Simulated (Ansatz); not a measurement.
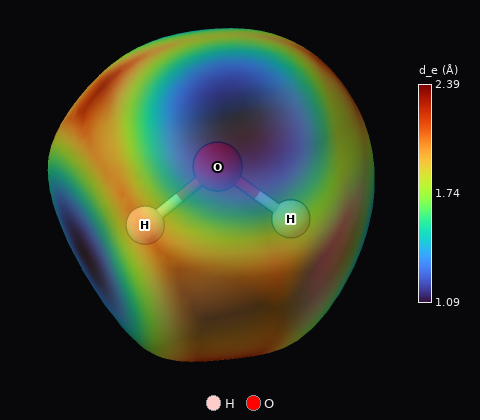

Hirshfeld surface computed for one H$_{2}$O unit (covalently bonded non-metal atoms) in Na₂H₄C₈O₉ (P1, No. 1), coloured by d_e.

The surface is where the fragment's share of the procrystal density (the sum of the densities of spherically averaged neutral Hartree-Fock atoms) equals one half. d_i and d_e are the distances from the surface to the nearest nucleus inside and outside. X–H bonds are as in the structure, not normalised.

Origin of the cell: the end point of a relaxation with DFT PBE+D3(BJ), scalar-relativistic, plane waves, PAW (Ansatz).

```xyz
23
Lattice="3.7256 0.0000 0.0000 0.3780 7.9890 0.0000 1.3732 0.1033 9.2657" Properties=species:S:1:pos:R:3 pbc="T T T"
Na    2.7602    6.9456    5.8058
Na    2.0300    1.1002    1.3036
H     3.9947    0.3446    3.4293
H     3.9090    1.8982    3.3907
H     2.8752    4.1479    0.0861
H     3.5711    3.9947    4.8682
C     2.3472    3.6191    6.6543
C     1.6724    4.4424    2.0395
C     1.5810    3.6313    7.8655
C     0.9605    4.4802    3.3022
C     1.6292    2.1681    7.9898
C     1.1276    5.9086    3.4286
C     2.3806    2.1224    6.6783
C     1.8246    5.9402    2.0917
O     3.8922    1.1061    2.8124
O     2.8154    4.5358    5.9017
O     2.0595    3.5539    1.2428
O     4.7877    4.6139    8.5405
O     4.1251    3.5661    4.0399
O     4.9841    1.3224    8.8119
O     4.5736    6.7625    4.3186
O     2.8145    1.2205    5.9562
O     2.3277    6.7822    1.3615
```

**What is the shortest distance from the fragment to an atom outside it?**

H–O, 1.80 Å.

**How is the surface shared among contacts (nearest atom inside ··· nearest atom outside)?**

H···O 58 %, O···Na 28 %, H···Na 7.8 %, H···H 3.4 %, O···O 1.2 %, H···C 1.0 %. The surface faces 8 neighbours with more than 2 % of its area each: 6 O + 2 Na.

**Give the size and shape of the surface.**

It encloses about 20.4 Å³, has an area of about 37 Å² and a globularity of 0.98 (1 for a sphere).
